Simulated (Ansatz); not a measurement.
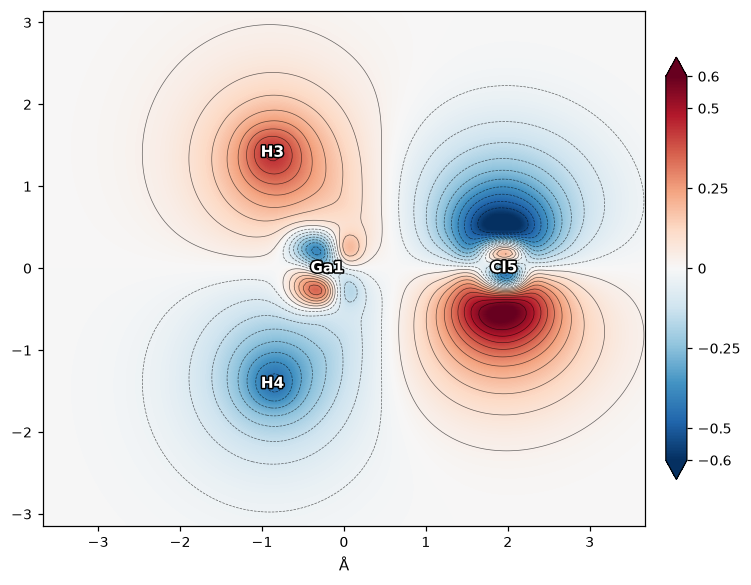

The picture shows: ClGaH₂···H₂. The HOMO on the plane of atoms H3, Ga1 and H4 (values in Å⁻³ᐟ²; the overall sign is arbitrary).

Theory: RKS PBE0-D4/def2-SVP (Ansatz 0.2.0).

The calculation's input:

```
crystal:
  periodic: [false, false, false]
  atoms:
    - { symbol: Ga, position_ang: [0.023853, -0.500565, -0.397168] }
    - { symbol: H, position_ang: [0.006562, 0.090357, 2.306488] }
    - { symbol: H, position_ang: [1.425563, 0.118125, -0.65297] }
    - { symbol: H, position_ang: [-1.406933, 0.054456, -0.637264] }
    - { symbol: Cl, position_ang: [0.074815, -2.563343, 0.414766] }
    - { symbol: H, position_ang: [0.02574, -0.59223, 2.075148] }
basis:
  gaussian: { orbitals: def2-SVP }
hamiltonian:
  xc: pbe0
  dispersion: d4
relax:
  f_tol: 0.03
  max_steps: 50
output:
  orbitals: {}
```

Command:

```sh
ansatz run input.yaml --threads 1 --pin off --max-ram 2048MiB --backend cpu --events-out ev --progress --plain --runs-dir out
```

The fields are those of the run's last geometry, not of the input's.

Q: Describe this orbital and give its energy.

A: It lies mainly on Cl5 (about 60 %), Ga1 (about 15 %), H3 (about 10 %) and H4 (about 10 %). Its energy is −8.20 eV.
